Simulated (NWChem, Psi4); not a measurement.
# Predicting a hybrid from its neighbours: NaCl

NaCl has 2 atoms, charge 0, and is taken as a singlet. SMILES: `[Na][Cl]`. The shape is that of a PBE0-D4/def2-TZVP optimisation.

The dipole moment y, in D, basis aug-cc-pVTZ; a is the functional's share of exact exchange. Programs: NWChem 7.3.0, Psi4 1.11.

| functional | program | a | y (D) |
| --- | --- | --- | --- |
| BLYP | Psi4 | 0 | 8.49 |
| TPSS | NWChem | 0 | 8.70 |
| B3LYP | NWChem | 0.2 | ? |
| PBE0 | NWChem | 0.25 | 8.87 |
| BHLYP | NWChem | 0.5 | 9.00 |

Q: Fit y = c + s·a to the known rows and predict B3LYP.

A: 
1. Means of the 4 rows: a = 0.1875, y = 8.765.
2. Σ(Δa)² = 0.17188, Σ(Δa·Δy) = 0.14375, so the slope is 0.14375/0.17188 = 0.83634.
3. Intercept: 8.765 − (0.83634) × 0.1875 = 8.608. The largest residual of the fit is 0.12.
4. B3LYP: 8.608 + (0.83634) × 0.2 = 8.78 D.

The run gave 8.77 D, so the prediction is off by +0.01 D, within the largest residual. More exact exchange makes the molecule more polar here. The rows mix families of semi-local functionals, which the line can't see.

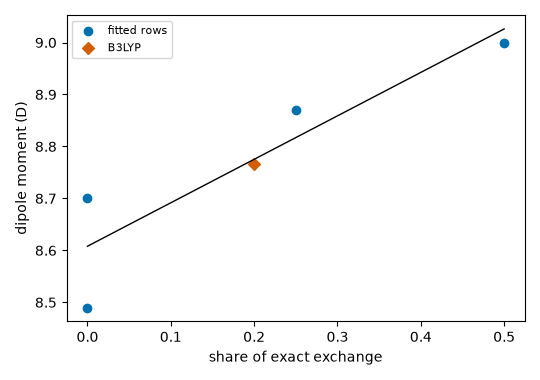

The fitted line, with the withheld row.
